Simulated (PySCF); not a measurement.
**C₅H₃F₂S+: runs on many settings**

Which settings matter for C₅H₃F₂S+ (`Fc1c[s+]cc(F)c1`)?

The runs use PySCF 2.14.0, with density-fitted response routines of our own; the level of theory stands in each step. All values are computed, except where a source is named. Atoms are numbered from 0 throughout.

### Step 1. The molecule as given

11 atoms, charge 1, multiplicity 1; geometry from: GFN2-xTB.

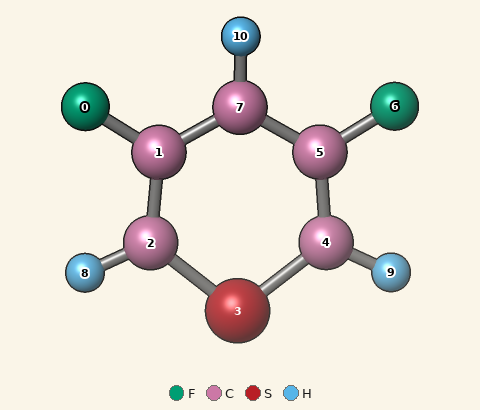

As it starts; fluorine teal, carbon pink, sulfur red, hydrogen blue, atoms numbered.

### Step 2. NMR shieldings: PBE0/pcSseg-1

The job: settings as JSON, then the geometry in Å.

```
{"job": {"kind": "nmr", "xc": "PBE0", "basis": "pcSseg-1"}, "charge": 1, "multiplicity": 1}
F     -2.356649     1.084618    -0.040906
C     -1.222402     0.418698    -0.018926
C     -1.289971    -0.964864     0.017350
S      0.059437    -1.966828     0.049669
C      1.346396    -0.885545     0.027266
C      1.196232     0.491469    -0.010732
F      2.288591     1.224268    -0.025831
C     -0.033716     1.142624    -0.033110
H     -2.256854    -1.452444     0.026353
H      2.340701    -1.314169     0.044767
H     -0.066340     2.224843    -0.061862
```

Level: GIAO PBE0/pcSseg-1 NMR shielding, non-relativistic, gas phase.

Command:

```sh
> OMP_NUM_THREADS=1 python probes_run.py task.json out
```

This one command runs all jobs of the session in turn.

Output:

```text
coarse grid: 11088 points
cycle   1  E = -789.1529605985  dE =  1.918e+00  |g| = 6.310e-01  |ddm| = 3.483e+00
cycle   2  E = -789.0759439073  dE =  7.702e-02  |g| = 9.651e-01  |ddm| = 1.324e+00
cycle   3  E = -789.2276115451  dE = -1.517e-01  |g| = 9.725e-02  |ddm| = 8.219e-01
cycle   4  E = -789.2288168078  dE = -1.205e-03  |g| = 3.861e-02  |ddm| = 9.452e-02
cycle   5  E = -789.2291278151  dE = -3.110e-04  |g| = 1.124e-02  |ddm| = 4.184e-02
cycle   6  E = -789.2291567839  dE = -2.897e-05  |g| = 3.419e-03  |ddm| = 1.344e-02
cycle   7  E = -789.2291598110  dE = -3.027e-06  |g| = 1.215e-03  |ddm| = 4.737e-03
final grid: 107112 points
cycle   8  E = -789.2916745160  dE = -2.888e-05  |g| = 8.609e-03  |ddm| = 2.716e-02
cycle   9  E = -789.2916494318  dE =  2.508e-05  |g| = 1.376e-02  |ddm| = 1.967e-02
cycle  10  E = -789.2916916642  dE = -4.223e-05  |g| = 8.913e-04  |ddm| = 1.324e-02
cycle  11  E = -789.2916917894  dE = -1.252e-07  |g| = 4.054e-04  |ddm| = 1.003e-03
cycle  12  E = -789.2916918290  dE = -3.961e-08  |g| = 1.015e-04  |ddm| = 3.882e-04
cycle  13  E = -789.2916918309  dE = -1.939e-09  |g| = 5.136e-05  |ddm| = 1.246e-04
cycle  14  E = -789.2916918316  dE = -6.912e-10  |g| = 1.322e-05  |ddm| = 5.746e-05
converged SCF energy = -789.2916918316

GIAO shielding tensors (ppm)
atom      isotropic    diamagn.    paramagn.     s11        s22        s33       span
  0 F      230.942     473.111    -242.169    132.625    211.733    348.469    215.844
  1 C        8.373     249.492    -241.119    -83.605     17.036     91.687    175.292
  2 C       36.148     265.317    -229.170    -70.571      7.647    171.368    241.939
  3 S      128.631    1055.100    -926.469   -106.409    -49.302    541.604    648.013
  4 C       36.142     265.319    -229.176    -70.573      7.639    171.361    241.933
  5 C        8.369     249.492    -241.122    -83.601     17.024     91.685    175.286
  6 F      230.945     473.108    -242.162    132.610    211.719    348.507    215.897
  7 C       45.901     259.144    -213.242    -27.260      3.197    161.766    189.026
  8 H       22.149      27.487      -5.339     18.375     22.050     26.021      7.646
  9 H       22.149      27.486      -5.337     18.375     22.050     26.022      7.647
 10 H       22.728      27.955      -5.228     18.698     22.687     26.798      8.100
```

Wall time 46 s (1 thread of Intel Xeon at 2.50GHz, shared host); peak memory 0.73 GiB.

Shifts follow as δ = σ(reference) − σ, with reference shieldings (ppm) from runs at the same level and on the same kind of geometry: 1H TMS 31.72, 13C TMS 186.9, 19F CFCl3 170.9, 33S CS2 504. The references are single molecules in the gas phase, so shifts against H2O, NH3, PH3, H3PO4 or CFCl3 are not on the usual liquid scales and can be off by tens of ppm. Atoms listed in one row are averaged.

| atoms | environment | σ (ppm) | δ (ppm) |
| --- | --- | --- | --- |
| C1, C5 | aromatic carbon bearing fluorine | 8.4 | 178.6 |
| C2, C4 | aromatic CH next to the ring sulfur | 36.1 | 150.8 |
| C7 | aromatic CH | 45.9 | 141.0 |
| H8, H9 | hydrogen on an aromatic CH next to the ring sulfur | 22.15 | 9.57 |
| H10 | hydrogen on an aromatic CH | 22.73 | 8.99 |
| F0, F6 | aryl fluorine | 230.9 | -60.0 |
| S3 | aromatic ring sulfur | 129 | 375 |

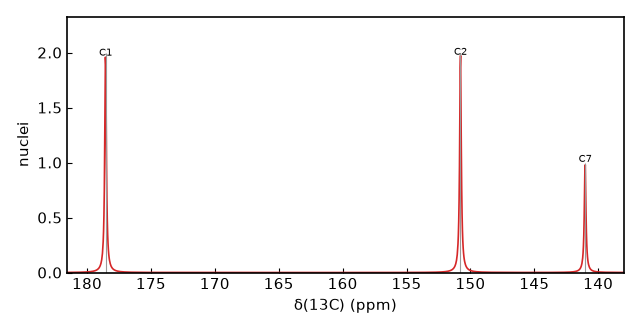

13C lines at the computed shifts, without couplings. Lines are broadened to a width of 0.15 ppm (Lorentzian).

The run also stored atomic charges by several schemes (e):

| atoms | Mulliken | IAO | Hirshfeld | ESP fit |
| --- | --- | --- | --- | --- |
| F0, F6 | -0.19 | -0.20 | -0.01 | -0.10 |
| C1, C5 | 0.42 | 0.35 | 0.15 | 0.36 |
| C2, C4 | -0.30 | -0.30 | -0.01 | -0.27 |
| S3 | 0.62 | 0.69 | 0.38 | 0.40 |
| C7 | -0.15 | -0.13 | 0.01 | -0.18 |

IAO charges:

| atom | value (e) |
| --- | --- |
| F0 | -0.20 |
| C1 | 0.35 |
| C2 | -0.30 |
| S3 | 0.69 |
| C4 | -0.30 |
| C5 | 0.35 |
| F6 | -0.20 |
| C7 | -0.13 |
| H8 | 0.24 |
| H9 | 0.24 |
| H10 | 0.24 |

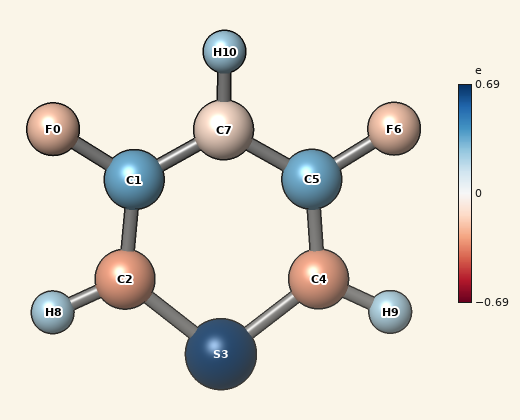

IAO charges, as colours on the atoms.

Mayer bond orders: F0–C1 0.98, C1–C2 1.42, C2–S3 1.30, S3–C4 1.30, C4–C5 1.42, C5–F6 0.98, C5–C7 1.35, C7–C1 1.35.

Ring of atoms C1, C2, S3, C4, C5, C7: NICS(0) -10.6, NICS(1) -11.1, NICS(1)zz -25.6 ppm (means of both faces).

### Step 3. TDDFT and polarisability: PBE0/def2-SVPD

Settings changed since step 2:

```diff
@@ -1,2 +1,2 @@
-{"job": {"kind": "nmr", "xc": "PBE0", "basis": "pcSseg-1"}, "charge": 1, "multiplicity": 1}
+{"job": {"kind": "uv", "xc": "PBE0", "basis": "def2-SVPD", "nstates": 6, "ntriplets": 2}, "charge": 1, "multiplicity": 1}
 F     -2.356649     1.084618    -0.040906
```

Level: TDDFT PBE0/def2-SVPD, vertical, gas phase, core orbitals frozen in the response.

Output:

```text
coarse grid: 11088 points
cycle   1  E = -788.8022584755  dE =  1.853e+00  |g| = 5.864e-01  |ddm| = 6.333e+00
cycle   2  E = -788.7394578486  dE =  6.280e-02  |g| = 8.701e-01  |ddm| = 2.114e+00
cycle   3  E = -788.8723900122  dE = -1.329e-01  |g| = 9.780e-02  |ddm| = 1.260e+00
cycle   4  E = -788.8737500009  dE = -1.360e-03  |g| = 3.506e-02  |ddm| = 1.771e-01
cycle   5  E = -788.8740179892  dE = -2.680e-04  |g| = 1.115e-02  |ddm| = 7.296e-02
cycle   6  E = -788.8740474907  dE = -2.950e-05  |g| = 2.876e-03  |ddm| = 2.289e-02
cycle   7  E = -788.8740496076  dE = -2.117e-06  |g| = 1.044e-03  |ddm| = 1.062e-02
final grid: 107112 points
cycle   8  E = -788.9641769957  dE = -2.276e-05  |g| = 8.497e-03  |ddm| = 1.220e-01
cycle   9  E = -788.9641502422  dE =  2.675e-05  |g| = 1.363e-02  |ddm| = 3.664e-02
cycle  10  E = -788.9641942393  dE = -4.400e-05  |g| = 8.584e-04  |ddm| = 2.580e-02
cycle  11  E = -788.9641943811  dE = -1.418e-07  |g| = 3.812e-04  |ddm| = 2.363e-03
cycle  12  E = -788.9641944192  dE = -3.814e-08  |g| = 8.049e-05  |ddm| = 8.280e-04
cycle  13  E = -788.9641944203  dE = -1.091e-09  |g| = 4.820e-05  |ddm| = 2.237e-04
cycle  14  E = -788.9641944209  dE = -6.260e-10  |g| = 1.077e-05  |ddm| = 1.161e-04
converged SCF energy = -788.9641944209

Static polarisability (au): isotropic 69.140, principal 40.148 83.037 84.234

Singlet excitations
state   eV       nm        f      main configurations
  1   4.5126    274.8   0.06735   H->L 0.92
  2   5.1524    240.6   0.06333   H-1->L 0.87, H->L+1 0.11
  3   6.1027    203.2   0.00583   H-2->L 0.99
  4   6.6555    186.3   0.00000   H-3->L 0.98
  5   6.7238    184.4   0.34778   H->L+1 0.85, H-1->L 0.09
  6   6.8556    180.9   0.26851   H-1->L+1 0.89

Triplet excitations (Tamm-Dancoff, eV): 2.9578 3.4064
```

Wall time 60 s (1 thread of Intel Xeon at 2.50GHz, shared host); peak memory 0.82 GiB.

Frontier orbitals and where they lie:

| orbital | eV | atoms |
| --- | --- | --- |
| HOMO−3 | -16.65 | F0 33 %, F6 33 %, C7 12 % |
| HOMO−2 | -16.14 | S3 38 %, C2 11 %, C4 11 % |
| HOMO−1 | -14.28 | C7 29 %, S3 21 %, C5 12 % |
| HOMO | -13.76 | C4 24 %, C2 24 %, C1 12 % |
| LUMO | -8.57 | S3 27 %, C7 20 %, C2 18 % |
| LUMO+1 | -6.73 | C5 21 %, C1 21 %, C4 15 % |
| LUMO+2 | -4.76 | S3 61 %, C4 13 %, C2 13 % |

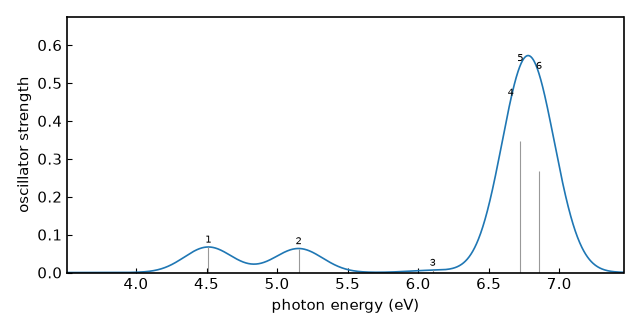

Absorption spectrum from the 6 singlet states computed; above the last one it falls off for lack of states. Lines are broadened to a width of 0.40 eV (Gaussian).

Further results of this job:

| property | computed |
| --- | --- |
| polarisability (Å³) | 10.25 |
| HOMO–LUMO gap (eV) | 5.19 |
| −ε(HOMO) (eV) | 13.76 |

### Step 4. TDDFT and polarisability: KT3/pcSseg-0

Settings changed since step 3:

```diff
@@ -1,2 +1,2 @@
-{"job": {"kind": "uv", "xc": "PBE0", "basis": "def2-SVPD", "nstates": 6, "ntriplets": 2}, "charge": 1, "multiplicity": 1}
+{"job": {"kind": "uv", "xc": "KT3", "basis": "pcSseg-0", "nstates": 1, "ntriplets": 5, "tda": false, "scf": {"aux": "def2-qzvpp-jkfit"}}, "charge": 1, "multiplicity": 1}
 F     -2.356649     1.084618    -0.040906
```

With the program's defaults for keys left out, this is: TDDFT KT3/pcSseg-0, vertical, gas phase, core orbitals frozen in the response.

Output:

```text
final grid: 107112 points
cycle   1  E = -796.7122035662  dE =  1.721e+00  |g| = 7.108e-01  |ddm| = 4.058e+00
cycle   2  E = -796.2334242246  dE =  4.788e-01  |g| = 1.789e+00  |ddm| = 3.205e+00
cycle   3  E = -796.8092505428  dE = -5.758e-01  |g| = 1.710e-01  |ddm| = 2.226e+00
cycle   4  E = -796.8154427693  dE = -6.192e-03  |g| = 8.799e-02  |ddm| = 2.896e-01
cycle   5  E = -796.8173800495  dE = -1.937e-03  |g| = 1.513e-02  |ddm| = 1.330e-01
cycle   6  E = -796.8174392709  dE = -5.922e-05  |g| = 6.604e-03  |ddm| = 3.591e-02
cycle   7  E = -796.8174489569  dE = -9.686e-06  |g| = 2.501e-03  |ddm| = 1.010e-02
cycle   8  E = -796.8174508513  dE = -1.894e-06  |g| = 9.654e-04  |ddm| = 4.541e-03
cycle   9  E = -796.8174511240  dE = -2.727e-07  |g| = 8.618e-05  |ddm| = 1.283e-03
cycle  10  E = -796.8174511261  dE = -2.127e-09  |g| = 3.657e-05  |ddm| = 2.443e-04
cycle  11  E = -796.8174511261  dE = -3.411e-11  |g| = 3.468e-05  |ddm| = 8.557e-05
cycle  12  E = -796.8174511265  dE = -3.899e-10  |g| = 1.442e-06  |ddm| = 4.852e-05
converged SCF energy = -796.8174511265

Static polarisability (au): isotropic 58.845, principal 26.295 73.160 77.081

Singlet excitations
state   eV       nm        f      main configurations
  1   4.3045    288.0   0.06967   H->L 0.92

Triplet excitations (Tamm-Dancoff, eV): 2.8293 3.3301 4.5763 4.9703 5.1788
```

It took 22 s on 1 thread of Intel Xeon at 2.50GHz, shared host; peak memory 0.46 GiB.

Key values: HOMO -13.06 eV, LUMO -9.71 eV; lowest singlet 4.30 eV.

(Part 1 of 2 ends here.)
